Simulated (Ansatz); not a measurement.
# Profile along the Cu–O line in Cu2O (cuprite type, space group Pn-3m)

Cu$_{2}$O (cuprite type, space group Pn-3m)

```xyz
6
Lattice="4.2991 0.0000 0.0000 0.0000 4.2991 0.0000 0.0000 0.0000 4.2991" Properties=species:S:1:pos:R:3 pbc="T T T"
Cu     3.2243     3.2243     3.2243
Cu     3.2243     1.0748     1.0748
Cu     1.0748     3.2243     1.0748
Cu     1.0748     1.0748     3.2243
O      0.0000     0.0000     0.0000
O      2.1495     2.1495     2.1495
```

Fields along a shortest Cu–O line of a {110} plane (1.86 Å), from Cu to O, interpolated on the slice's grid (step about 0.2 Å). The numbers are results of PBE (plane waves to 420 eV, PAW, scalar-relativistic; Ansatz, an electronic-structure program), not measurements. k mesh 8×8×8. Near the nuclei the fields are pseudised (PAW); where an atom keeps semicore shells as valence, they peak there. Cu2O is run without spin polarisation. Cu2O was relaxed with its symmetry unable to fall. The PAW data are Ansatz's earlier set.

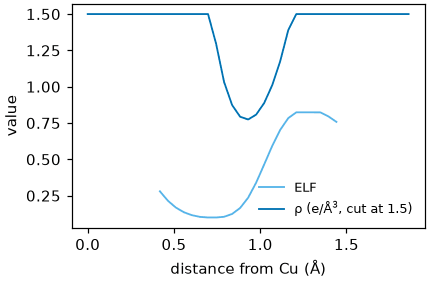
*ELF (away from the nuclei) and valence density from Cu to O.*

Density on the Cu–O line (1.86 Å) at its midpoint: 0.77 e/Å³. ELF at that point: 0.24. ELF maximum in the middle third of the Cu–O line: 0.82, 1.2 Å from Cu.
